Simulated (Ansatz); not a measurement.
Run report: SiNH$_{5}$, single-point calculation

The run: single-point calculation of SiNH$_{5}$, multiplicity 3, SMILES N[SiH3]. Method and program: UKS wB97/6-31G (Ansatz 0.2.0).

The geometry comes from this level: PBE0-D4/def2-TZVP. Figures and captions count atoms from 1; the log counts them from 0 in places.

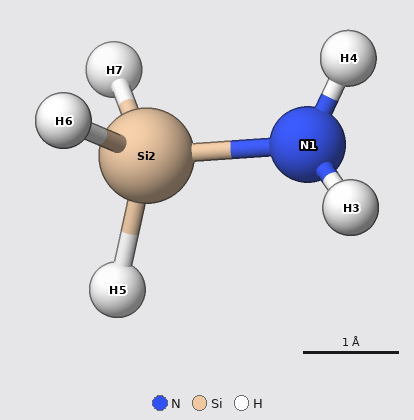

*The structure as given in the input (ball-and-stick view, seen at a tilt; atoms are numbered from 1 in the order of the input).*

**Results in brief**

| quantity | value |
| --- | --- |
| outcome | converged |
| total energy | −9439.9623 eV |
| ⟨S²⟩ | 2.006 |
| SCF solution under orbital rotations | stable |
| largest force (length of the vector) | 5.932 eV/Å |
| dipole moment | 2.73 D |
| hardware | 4 threads of Arm Neoverse V2, 23 GiB of memory available, shared host |
| wall time | 1.1 s (CPU time 4 s) |
| peak memory | 0.16 GiB |

**The input**
```yaml
crystal:
  periodic: [false, false, false]
  atoms:
    - {symbol: N, position_ang: [-0.097708, -1.071027, -0.020896]}
    - {symbol: Si, position_ang: [0.128020, 0.632596, -0.095040]}
    - {symbol: H, position_ang: [-1.017741, -1.457766, -0.157438]}
    - {symbol: H, position_ang: [0.419035, -1.612875, 0.652936]}
    - {symbol: H, position_ang: [-0.528044, 1.126499, -1.333240]}
    - {symbol: H, position_ang: [-0.431496, 1.416634, 1.047139]}
    - {symbol: H, position_ang: [1.589234, 0.897941, -0.139161]}
basis:
  gaussian: {orbitals: 6-31G}
magnetization: {spin_polarized: true, initial_magnetization: 2}
hamiltonian: {xc: {name: wB97}, pseudopotentials: {relativity: none}}
output: {forces: true}
```

Launched with:
```bash
ansatz run in.yaml --threads 4 --pin off --events-out ev --progress --plain --max-ram 10444MiB
```

**The program's output**
```
Functional definition: wB97
  name "wB97"
  cite "Chai & Head-Gordon, J. Chem. Phys. 128, 084106 (2008) doi:10.1063/1.2834918"
  cite "Becke, J. Chem. Phys. 107, 8554 (1997) doi:10.1063/1.475007"
  parameter omega = 0.4/bohr
  parameter cx1 = 1.13116
  parameter cx2 = -2.74915
  parameter cx3 = 12.0900
  parameter cx4 = -5.71642
  parameter css1 = -2.55352
  parameter css2 = 11.8926
  parameter css3 = -26.9452
  parameter css4 = 17.0927
  parameter cos1 = 3.99051
  parameter cos2 = -17.0066
  parameter cos3 = 1.07292
  parameter cos4 = 8.88211
  # The coefficients of nought are those of the uniform gas.
  exchange = spin_sum(e_x_unif_sr(omega)*poly(b97_u_x, 1, cx1, cx2, cx3, cx4)) + exact_x_lr(omega)
  correlation = spin_sum(e_c_pw_same_spin*poly(b97_u_same, 1, css1, css2, css3, css4))
      + integral(e_c_pw_opposite_spin*poly(b97_u_opposite, 1, cos1, cos2, cos3, cos4))
432 factors; integrals over basis functions are off by at most 2.5e-4 eV
201 factors; integrals over basis functions are off by at most 1.1e-5 eV
mean field evaluation 1: about -9437.8376 eV, gradient 1.9e1 eV
mean field evaluation 2: about -9438.2848 eV, gradient 1.9e1 eV
mean field evaluation 4: about -9439.9258 eV, gradient 8.8e-1 eV
mean field evaluation 8: about -9439.9617 eV, gradient 8.7e-2 eV
mean field evaluation 16: about -9439.9623 eV, gradient 3.0e-4 eV
mean field -9439.96226814 eV, -346.9122147180 hartree, gradient 7.9e-5 eV, S^2 2.005734; 0 other end points of the search recorded, 0 dependent functions left out
the calculation of the forces begins
reference -9439.96226689 eV, -346.9122146719 hartree; 14, 12 occupied and 18, 20 virtual orbitals, 432 factors
Total energy: -9439.96226689 eV, -346.9122146719 hartree
Atom 0 at    -0.097708    -1.071027    -0.020896 Å, force    -0.641776    -3.323220     0.501828 eV/Å
Atom 1 at     0.128020     0.632596    -0.095040 Å, force     0.985923     5.814427    -0.635069 eV/Å
Atom 2 at    -1.017741    -1.457766    -0.157438 Å, force    -1.921023    -0.953274    -0.988163 eV/Å
Atom 3 at     0.419035    -1.612875     0.652936 Å, force     1.651674    -1.338904     1.026892 eV/Å
Atom 4 at    -0.528044     1.126499    -1.333240 Å, force    -0.172904    -0.106056    -0.189555 eV/Å
Atom 5 at    -0.431496     1.416634     1.047139 Å, force    -0.132613     0.056631     0.245987 eV/Å
Atom 6 at     1.589234     0.897941    -0.139161 Å, force     0.230719    -0.149603     0.038081 eV/Å
Dipole moment:    -0.101711    -0.554253     0.074245 e Å
```

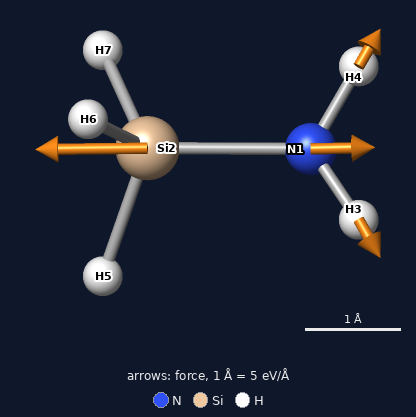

*Forces on the atoms as orange arrows (ball-and-stick view, seen at a tilt; atoms are numbered from 1 in the order of the input); the smallest are left out.*

The largest act on Si2 (5.93 eV/Å); N1 (3.42 eV/Å); H3, H4 (2.36 eV/Å). The geometry is not a stationary point of this energy.

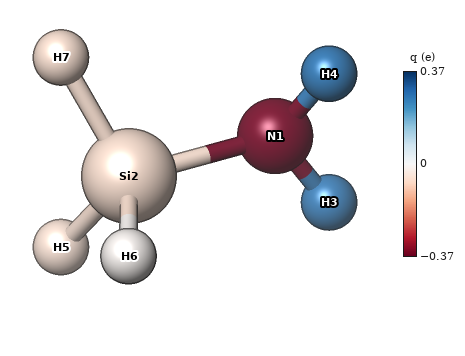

*Mulliken charges, as the colour of each atom (ball-and-stick view, seen at a tilt; atoms are numbered from 1 in the order of the input).*

By element: N −0.36, Si −0.06 and H −0.06 to +0.27 e.
